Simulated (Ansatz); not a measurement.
# Calculations on BNH4OF2

Part 1: Relaxation

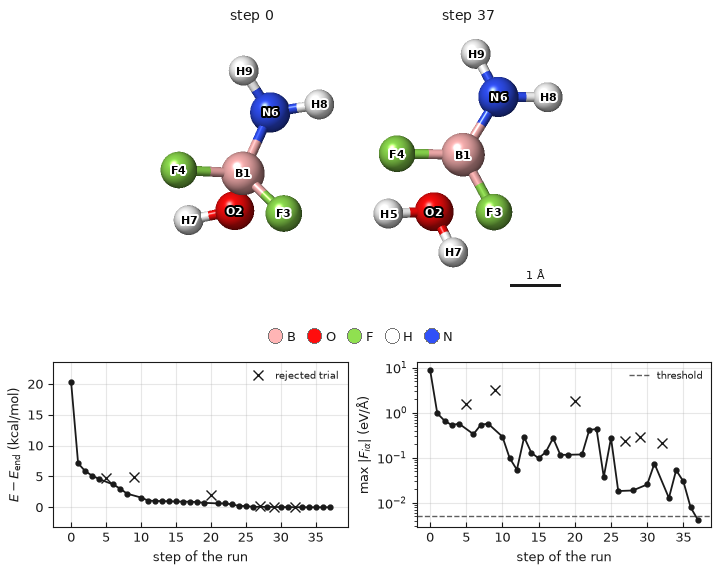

First and last geometry of a relaxation of BNH4OF2 (started from a transition state, displaced along its imaginary mode), with the history of the run. The picture is a ball-and-stick view, seen from a free direction.

The calculation used RKS PBE0-D4/def2-TZVP in Ansatz 0.2.0.

Input
```yaml
crystal:
  periodic: [false, false, false]
  atoms:
    - {symbol: B, position_ang: [-0.360240, -0.444381, -0.358238]}
    - {symbol: O, position_ang: [0.760374, 0.773902, -0.858292]}
    - {symbol: F, position_ang: [0.002183, -1.562833, -1.025459]}
    - {symbol: F, position_ang: [-1.576192, 0.078311, -0.706110]}
    - {symbol: H, position_ang: [0.831502, 0.861504, -0.002925]}
    - {symbol: N, position_ang: [0.061752, -0.273099, 1.056567]}
    - {symbol: H, position_ang: [0.293725, 1.524432, -1.252890]}
    - {symbol: H, position_ang: [0.626078, -1.005775, 1.449179]}
    - {symbol: H, position_ang: [-0.639181, 0.047840, 1.698268]}
basis:
  gaussian: {orbitals: def2-TZVP}
hamiltonian: {xc: pbe0, dispersion: d4}
relax: {f_tol: 0.005, max_steps: 200}
```

Command:
```bash
ansatz run in.yaml --threads 4 --pin off --events-out ev --progress --plain --max-ram 9574MiB
```

Q: Did the run converge, and what did it change?

A: It converged. H5 moves most after the best rigid fit: 1.71 Å. By element the largest moves are H 1.71 Å, O 0.74 Å, N 0.69 Å, B 0.44 Å, F 0.34 Å. Among the contacts that change: B1–O2 1.729 → 2.746 Å, O2–H5 0.863 → 0.961 Å, B1–N6 1.486 → 1.391 Å, B1–F4 1.368 → 1.335 Å. Bond angles that change, for instance: H5–O2–H7 111.4° → 104.9°, B1–N6–H8 116.6° → 122.1°, F4–B1–N6 116.8° → 121.3°. After 31 accepted moves (37 points after the start) the energy has fallen by 20.3 kcal/mol. Largest force component: 9.1 eV/Å at the start, 0.0042 eV/Å at the end. The line search rejected the trial steps at points 5, 9, 20, 27, 29, 32 of the run. Cost: 2.9 min on 4 threads of Intel Xeon @ 2.50GHz, on a shared host.

Part 2: Relaxation

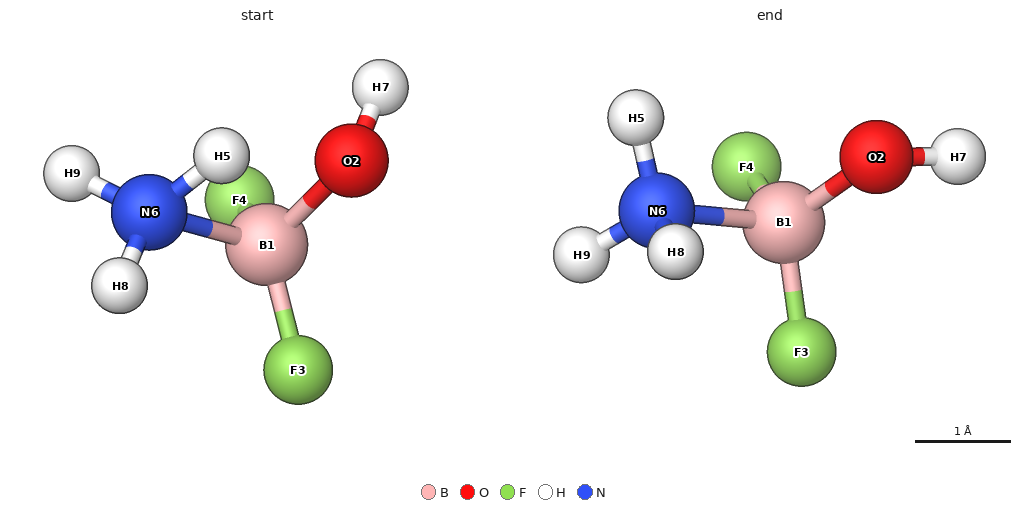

The structure of BNH4OF2 (started from a transition state, displaced along its imaginary mode) before (left) and after (right) a relaxation, at one scale.

The picture is a ball-and-stick view, seen at a tilt.

Theory: Ansatz 0.2.0, RKS PBE0-D4/def2-TZVP. Set-up: force threshold 0.005 eV/Å; at most 200 steps.

What changed between the two?

Answer. The energy falls by 83.5 kJ/mol in 27 accepted moves (32 points after the start). Largest force component: 2.2 eV/Å at the start, 0.0045 eV/Å at the end. The line search rejected the trial steps at points 11, 12, 15, 22, 25 of the run. The forces were under the threshold at step 30, but the run went on from there. H5 moves most after the best rigid fit: 1.13 Å. Largest moves by element: H 1.13 Å, F 0.36 Å, B 0.24 Å, O 0.13 Å, N 0.06 Å. Near-neighbour distances that change, for instance: O2–H5 1.479 → 2.594 Å, B1–O2 1.478 → 1.412 Å, B1–N6 1.630 → 1.658 Å, B1–F3 1.362 → 1.384 Å. Bond angles that change, for instance: B1–N6–H5 75.7° → 109.4°, O2–B1–N6 90.6° → 102.0°, H5–N6–H9 120.4° → 109.3°. Groups turn about B1–O2 by about 65°, B1–N6 by about 55°.

Part 3: Reaction

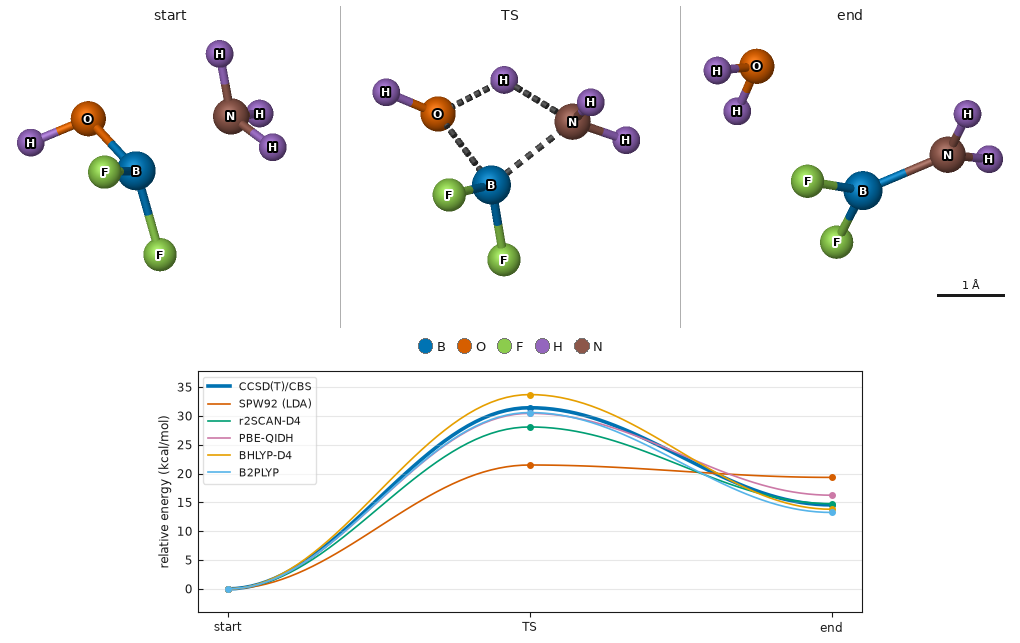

A reaction step of BNH$_{4}$OF$_{2}$, with its energy diagram. Style: ball-and-stick. Shown from a free direction. Dashed sticks mark bonds that form or break.

Stationary points at PBE0-D4/def2-TZVP, single-point energies with CCSD(T)/CBS, SPW92 (LDA), r2SCAN-D4, PBE-QIDH, BHLYP-D4, B2PLYP (def2-TZVPP where no basis is named; Ansatz 0.2.0). The energies are electronic, without zero-point or thermal terms, and both ends are the minima reached downhill from the saddle, with any fragments still in contact. CCSD(T)/CBS stands for a frozen-core estimate: MP2 correlation extrapolated from def2-TZVPP and def2-QZVPP, CCSD(T) minus MP2 from the smaller set.

Question: Describe the step and its energetics.

Answer: Counted by bonded pieces, the start holds BHOF₂ + NH₃ and the end holds BH₂NF₂ + H₂O. From the start over the saddle to the end, bonds form: B–N (1.66 → 1.56 → 1.39 Å), H–O (2.59 → 1.16 → 0.96 Å). Bonds break: B–O (1.41 → 1.60 → 2.75 Å), H–N (1.01 → 1.37 → 3.74 Å). The saddle has one imaginary mode, 1224i cm⁻¹. With CCSD(T)/CBS the barrier is 31.4 kcal/mol from the start and 16.9 kcal/mol from the end, and the end lies 14.6 kcal/mol above the start.

```csv
level,barrier from the start (kcal/mol),barrier from the end (kcal/mol),the end less the start (kcal/mol)
CCSD(T)/CBS,31.4,16.9,14.6
SPW92 (LDA),21.5,2.2,19.3
r2SCAN-D4,28.1,13.3,14.8
PBE-QIDH,30.5,14.2,16.3
BHLYP-D4,33.7,19.9,13.8
B2PLYP,30.6,17.3,13.3
```

Against CCSD(T)/CBS, B2PLYP comes closest on the barrier from the start (−0.8 kcal/mol) and SPW92 (LDA) misses most (−9.9 kcal/mol).
